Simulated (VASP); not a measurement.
Band structure of CuCl (zinc blende). Method: PBE GGA, VASP's PBE PAW potentials (set 64) (plane waves; VASP).

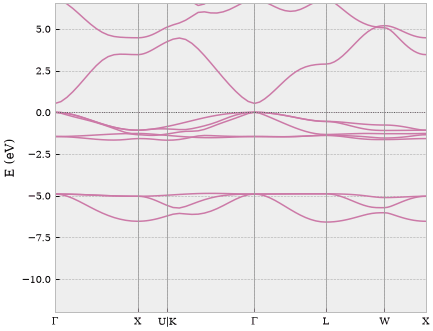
Figure. Bands along high-symmetry lines, zero at the valence-band maximum or, without a gap, the Fermi level

Read the plot: is there a gap, and where are the band edges?

The gap is direct, 0.53 eV, from the valence maximum at Γ to the conduction minimum at Γ. (Edges off the drawn lines would not show.)

Measured: gap 3.39 eV at 2 K (computed value off by -2.86 eV), as given by arXiv:1206.3780.

The compound is CuCl in the zinc blende structure. It was relaxed first.
